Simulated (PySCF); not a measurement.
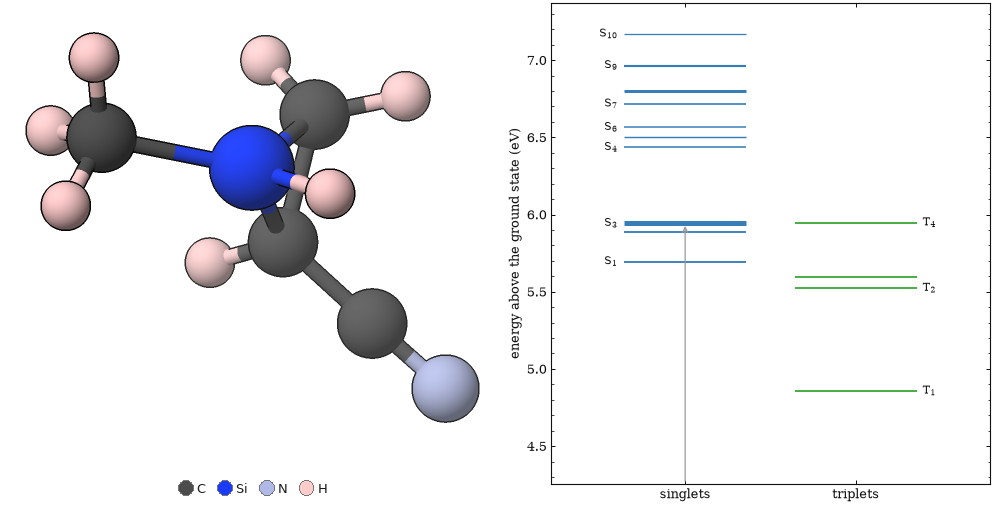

State diagram of C₄H₇NSi, SMILES C[Si@@H]1C[C@H]1C#N. Vertical TDDFT excitations, PBE/def2-SVPD, PySCF, at a PBE0-D3(BJ)/def2-SVP geometry (no frequency check), gas phase. Triplets in the Tamm-Dancoff approximation; only the lowest 10 singlets and 4 triplets were computed. Thicker singlet lines are brighter; the arrow marks the brightest. S0, at zero, lies below the range drawn.

Question: What is the vertical gap between S1 and T1?

Answer: 0.84 eV: S1 at 5.69 eV, T1 at 4.86 eV.

Question: What are the energy, strength and character of the state that the arrow marks?

Answer: S3 at 5.94 eV (209 nm), f = 0.112, mainly HOMO → LUMO (56 %) (S2 lies within 0.06 eV, too close to order).

Question: How many of the triplet levels drawn lie below S1?

Answer: 3 of 4 (T1 4.86 eV, T2 5.52 eV, T3 5.60 eV, T4 5.95 eV; S1 5.69 eV).

Caveats: states above the negative HOMO energy depend on the basis; core orbitals are frozen in the response.
